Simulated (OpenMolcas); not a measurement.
Geometry relaxation, with input and output: SiS (part 1 of 4)

System: SiS (silylene, thioxo-), SMILES [Si-]#[S+].
Method: CASSCF/ANO-R1, sfX2C (OpenMolcas 26.06).

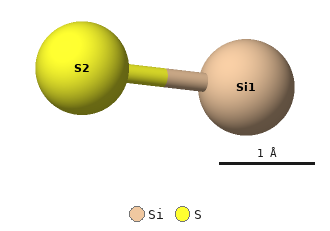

The starting structure (ball-and-stick view, seen at a tilt; atoms are numbered from 1 in the order of the input). Bond lengths as drawn: S–Si 1.93 Å.

Summary:

| quantity | value |
| --- | --- |
| outcome | converged |
| total energy | −688.017689 hartree |
| CASSCF energy | −688.163635 hartree |
| basis functions | 36 |
| hardware | 1 thread of Intel Xeon @ 2.50GHz (Skylake/Cascade Lake), 189 GiB of memory available, shared host |
| wall time | 44 s |
| peak memory | 0.081 GiB |

Input:
```
* SSi CASSCF
&GATEWAY
COORD=geom.xyz
BASIS=ANO-R1
GROUP=NoSym
RICD
>>> COPY $CurrDir/step2.RasOrb $Project.RasOrb
>>> EXPORT MOLCAS_MAXITER=40
>>> Do While
&SEWARD
&RASSCF
FILEORB=$Project.RasOrb
SPIN=1
NACTEL=2 0 0
INACTIVE=14
RAS2=2
CIROOT=3 3 1
RLXROOT=2
ORBLISTING=Nothing
ORBAPPEAR=Compact
&SLAPAF
>>> EndDo
```

File geom.xyz:
```
2

Si     0.000000     0.000000     0.000000
S      0.000000     0.000000     1.929321
```

Command:
```bash
export MOLCAS_MEM=1860
pymolcas step6.input > step6.log
```

Output:
```
--- Start Module: gateway ---

                                              &GATEWAY

                       available to each process: 1.9 GB of memory, 1 thread

++    Symmetry information:
      ---------------------

                    Character Table for C1

                             E
                    a        1  x, y, xy, Rz, z, xz, Ry, yz, Rx, I
--

++    Basis set information:
      ----------------------

      Basis set label: SI.ANO-R...4S3P1D.

      Electronic valence basis set:
      ------------------
      Associated Effective Charge  14.000000 au
      Associated Actual Charge     14.000000 au
      Nuclear Model: Finite nucleus - Gaussian distribution
        Gaussian exponent, Xi/bohr**(-2):  4.34677E+08

      Shell  nPrim  nBasis  Cartesian Spherical Contaminant
         s      16       4        X
         p      11       3        X
         d       7       1                 X

      Basis set label: S.ANO-R...4S3P1D.

      Electronic valence basis set:
      ------------------
      Associated Effective Charge  16.000000 au
      Associated Actual Charge     16.000000 au
      Nuclear Model: Finite nucleus - Gaussian distribution
        Gaussian exponent, Xi/bohr**(-2):  4.04080E+08

      Shell  nPrim  nBasis  Cartesian Spherical Contaminant
         s      17       4        X
         p      11       3        X
         d       7       1                 X
--

++    Molecular structure info:
      -------------------------

                    ************************************************
                    **** Cartesian Coordinates / bohr, angstrom ****
                    ************************************************

     Center  Label                x              y              z                     x              y              z
        1      SI1              0.000000       0.000000       0.000000              0.000000       0.000000       0.000000
        2      S2               0.000000       0.000000       3.645888              0.000000       0.000000       1.929321
--

            Nuclear Potential Energy             61.43907373 au

--- Stop Module: gateway /rc=_RC_ALL_IS_WELL_ ---
--- Module gateway spent 3 seconds ---

>>> COPY step2.RasOrb step6.RasOrb

>>> EXPORT MOLCAS_MAXITER = 40

--- Start Module: seward ---

                                              &SEWARD

                       available to each process: 1.9 GB of memory, 1 thread

               SEWARD will generate:
                  Multipole Moment integrals up to order  2
                  Kinetic Energy integrals
                  Nuclear Attraction integrals (finite nuclei - Gaussian type)
                  One-Electron Hamiltonian integrals
                  Velocity integrals
                  Relativistic X2C integrals
                  Orbital angular momentum around (  0.0000   0.0000   1.9444 )
                  Velocity quadrupole around (  0.0000   0.0000   1.9444 )
                  Atomic mean-field integrals
                  RI decomposed two-electron repulsion integrals stored Cholesky style
                   - acCD auxiliary basis
                   - CD Threshold:   1.00E-04

                   Integrals are discarded if absolute value <: 1.00E-14
                   Integral cutoff threshold is set to       <: 1.00E-16

            Nuclear Potential Energy             61.43907373 au

      Basis set specifications :
      Symmetry species         a
      Basis functions           36

--- Stop Module: seward /rc=_RC_ALL_IS_WELL_ ---
--- Module seward spent 2 seconds ---

--- Start Module: rasscf ---

                                              &RASSCF

                       available to each process: 1.9 GB of memory, 1 thread

      Header of the ONEINT file:
      --------------------------

      OrdInt status: non-squared

      Cartesian coordinates in angstrom:
      -----------------------------------------------------
      No.  Label        X            Y            Z
      -----------------------------------------------------
       1   SI1        0.00000000   0.00000000   0.00000000
       2   S2         0.00000000   0.00000000   1.92932100
      -----------------------------------------------------
      Nuclear repulsion energy =   61.43907373

++    Wave function specifications:
      -----------------------------

      Number of closed shell electrons          28
      Number of electrons in active shells       2
      Max number of holes in RAS1 space          0
      Max nr of electrons in RAS3 space          0
      Number of inactive orbitals               14
      Number of active orbitals                  2
      Number of secondary orbitals              20
      Spin quantum number                      0.0
      State symmetry                             1
--

++    Orbital specifications:
      -----------------------

      Symmetry species                           1
                                                 a
      Frozen orbitals                            0
      Inactive orbitals                         14
      Active orbitals                            2
      RAS1 orbitals                              0
      RAS2 orbitals                              2
      RAS3 orbitals                              0
      Secondary orbitals                        20
      Deleted orbitals                           0
      Number of basis functions                 36
--

++    CI expansion specifications:
      ----------------------------

      Number of CSFs                             3
      Number of spin combinations                3
      Number of determinants                     4
      Number of root(s) required                 3
      Root chosen for geometry opt.              2
      CI roots used                              1     2     3
      weights                                0.333 0.333 0.333
      highest root included in the CI            3
      max. size of the explicit Hamiltonian      3
--

++    Optimization specifications:
      ----------------------------

      RASSCF algorithm: LK RI/DF
      Maximum number of macro iterations       200
      Maximum number of SX iterations          100
      Threshold for RASSCF energy            1.000E-08
      Threshold for max MO rotation          1.000E-01
      Threshold for max BLB element          1.000E-04
      Level shift parameter                  5.000E-01
      Make Quasi-Newton update
--

      The MO-coefficients are taken from the file:
      step6.RasOrb
      Title: RASSCF average (pseudo-natural) orbitals

      Total molecular charge    0.00

      ************************************************************************************************************************
      *                                            Wave function control section                                             *
      ************************************************************************************************************************

                                         RASSCF iterations: Energy and convergence statistics
                                         ----------------------------------------------------

          iter iter root      energy       change     param      element    value   shift minimum  type update hh:mm:ss
 Nr of preliminary CI iterations:   1
        1   1    3    0  -688.00580643    0.00E+00   8.93E-06   12  19 1 -5.57E-06   0.29   0.00    SX    NO    0:00:00
        2   1    3    0  -688.00580643   -4.30E-10   6.19E-06   16  18 1  3.76E-06   0.29   0.00    SX    NO    0:00:00
        3   1    3    0  -688.00580643   -1.71E-10   4.59E-06   16  18 1  2.80E-06   0.29   0.00    SX    NO    0:00:00
        4   1    3    0  -688.00580643   -8.17E-11  -3.42E-06   16  18 1  2.09E-06   0.29   0.00    SX    NO    0:00:00
      Convergence after  4 iterations
        5   1    3    0  -688.00580643   -4.14E-11  -3.42E-06   16  18 1  1.59E-06   0.29   0.00    SX    NO    0:00:00

      ************************************************************************************************************************
                                                      Wave function printout:
                       occupation of active orbitals, and spin coupling of open shells (u,d: Spin up or down)
      ************************************************************************************************************************

      Note: transformation to natural orbitals
      has been made, which may change the order of the CSFs.

      printout of CI-coefficients larger than  0.05 for root  1
      energy=    -688.185569
      conf/sym  11     Coeff  Weight
             1  20   0.59486 0.35386
             2  ud   0.73602 0.54172
             3  02   0.32314 0.10442

      printout of CI-coefficients larger than  0.05 for root  2
      energy=    -688.006828
      conf/sym  11     Coeff  Weight
             1  20  -0.68418 0.46810
             2  ud   0.25258 0.06380
             3  02   0.68418 0.46810

      printout of CI-coefficients larger than  0.05 for root  3
      energy=    -687.825022
      conf/sym  11     Coeff  Weight
             1  20   0.42195 0.17804
             2  ud  -0.62808 0.39448
             3  02   0.65382 0.42748

      Natural orbitals and occupation numbers for root  1
      sym 1:   1.987554   0.012446

      Natural orbitals and occupation numbers for root  2
      sym 1:   0.999997   1.000003

      Natural orbitals and occupation numbers for root  3
      sym 1:   0.012446   1.987554

      ************************************************************************************************************************
      *                                                    Final results                                                     *
      ************************************************************************************************************************

++    Final optimization conditions:
      ------------------------------

      Average CI energy                            -688.00580643
      RASSCF energy for state  2                   -688.00682785
      Super-CI energy                                -0.00000000
      RASSCF energy change                           -0.00000000
      Max change in MO coefficients              -2.544E-06
      Max non-diagonal density matrix element    -3.423E-06
      Maximum BLB matrix element                  1.590E-06
      (orbital pair  16,  18 in symmetry   1)
      Norm of electronic gradient            5.285E-02
--

      Final state energy(ies):
      ------------------------

::    RASSCF root number  1 Total energy:   -688.18556934
::    RASSCF root number  2 Total energy:   -688.00682785
::    RASSCF root number  3 Total energy:   -687.82502209
      Von Neumann Entropy (Root   1) =  0.05455

      Mulliken population analysis for root number:  1
      -----------------------------------------------

++    Molecular charges:
      ------------------

      Mulliken charges per centre
      ---------------------------

                SI1     S2
      Total   13.6466 16.3534

      N-E      0.3534 -0.3534

      Total electronic charge=   30.000000

      Total            charge=   -0.000000
--

      Expectation values of various properties for root number:  1
      -----------------------------------------------------------

++    Molecular properties:
      ---------------------

      Charge (e):
                      =   -0.0000
      Dipole Moment (debye):
      Origin of the operator (angstrom)=    0.0000    0.0000    1.0289
                   X=  5.3923E-07               Y= -1.7875E-05               Z= -2.2540E+00           Total=  2.2540E+00
      Quadrupole Moment (debye*angstrom):
      Origin of the operator (angstrom)=    0.0000    0.0000    1.0289
                  XX= -2.5255E+01              XY=  6.4023E-02              XZ=  8.6366E-05              YY= -2.5188E+01
                  YZ= -6.6688E-05              ZZ= -2.6211E+01
      In traceless form (debye*angstrom)
                  XX=  4.4406E-01              XY=  9.6035E-02              XZ=  1.2955E-04              YY=  5.4541E-01
                  YZ= -1.0003E-04              ZZ= -9.8947E-01
--

      LoProp population analysis for root number:  1
      -----------------------------------------------

++    LoProp analysis:
      ----------------

++    Static properties:
      ------------------

      LoProp Charges per center

                   SI1      S2
      Nuclear     14.0000  16.0000
      Electronic -13.6515 -16.3485

      Total        0.3485  -0.3485
--

      Natural Bond Order analysis for root number:  1

++    Natural Bond Order analysis
      ---------------------------
      Based on LoProp computed density
      -------------------------------------------------------------------------------------
      Atom A       Atom B       Bond Order
        SI1          S2             0.755
      -------------------------------------------------------------------------------------
      NBO located      1.510 electrons involved in    1 bonds.
      NBO located      1.008 non-bonded electrons on atom SI1
      NBO located      0.998 non-bonded electrons on atom SI1
      NBO located      1.000 non-bonded electrons on atom SI1
      NBO located      1.000 non-bonded electrons on atom SI1
      NBO located      1.000 non-bonded electrons on atom SI1
      NBO located      0.933 non-bonded electrons on atom S2
      NBO located      1.008 non-bonded electrons on atom S2
      NBO located      0.999 non-bonded electrons on atom S2
      NBO located      1.000 non-bonded electrons on atom S2
      NBO located      1.000 non-bonded electrons on atom S2
      NBO located      1.000 non-bonded electrons on atom S2
      The remaining    3.266 electrons are to be considered as diffuse
--

--

      Von Neumann Entropy (Root   2) =  1.00000

      Mulliken population analysis for root number:  2
      -----------------------------------------------

++    Molecular charges:
      ------------------

      Mulliken charges per centre
      ---------------------------

                SI1     S2
      Total   13.8288 16.1712

      N-E      0.1712 -0.1712

      Total electronic charge=   30.000000

      Total            charge=   -0.000000
--

      Expectation values of various properties for root number:  2
      -----------------------------------------------------------

++    Molecular properties:
      ---------------------

      Charge (e):
                      =   -0.0000
      Dipole Moment (debye):
      Origin of the operator (angstrom)=    0.0000    0.0000    1.0289
                   X=  1.6068E-04               Y= -1.1580E-04               Z= -1.8440E+00           Total=  1.8440E+00
      Quadrupole Moment (debye*angstrom):
      Origin of the operator (angstrom)=    0.0000    0.0000    1.0289
                  XX= -2.6219E+01              XY= -1.6851E+00              XZ=  3.1234E-05              YY= -2.7998E+01
                  YZ= -1.5465E-05              ZZ= -2.2366E+01
      In traceless form (debye*angstrom)
                  XX= -1.0379E+00              XY= -2.5276E+00              XZ=  4.6851E-05              YY= -3.7051E+00
                  YZ= -2.3198E-05              ZZ=  4.7429E+00
--

      LoProp population analysis for root number:  2
      -----------------------------------------------

++    LoProp analysis:
      ----------------

++    Static properties:
      ------------------

      LoProp Charges per center

                   SI1      S2
      Nuclear     14.0000  16.0000
      Electronic -13.7994 -16.2006

      Total        0.2006  -0.2006
--

      Natural Bond Order analysis for root number:  2

++    Natural Bond Order analysis
      ---------------------------
      Based on LoProp computed density
      -------------------------------------------------------------------------------------
      Atom A       Atom B       Bond Order
      -------------------------------------------------------------------------------------
      NBO located      0.997 non-bonded electrons on atom SI1
      NBO located      1.000 non-bonded electrons on atom SI1
      NBO located      0.999 non-bonded electrons on atom SI1
      NBO located      1.000 non-bonded electrons on atom SI1
      NBO located      1.000 non-bonded electrons on atom SI1
      NBO located      0.971 non-bonded electrons on atom S2
      NBO located      0.997 non-bonded electrons on atom S2
      NBO located      0.999 non-bonded electrons on atom S2
      NBO located      1.000 non-bonded electrons on atom S2
      NBO located      1.000 non-bonded electrons on atom S2
      NBO located      1.000 non-bonded electrons on atom S2
      The remaining    4.605 electrons are to be considered as diffuse
--

--

      Von Neumann Entropy (Root   3) =  0.05455

      Mulliken population analysis for root number:  3
      -----------------------------------------------

++    Molecular charges:
      ------------------

      Mulliken charges per centre
      ---------------------------

                SI1     S2
      Total   14.0110 15.9890

      N-E     -0.0110  0.0110

      Total electronic charge=   30.000000

      Total            charge=   -0.000000
--
```
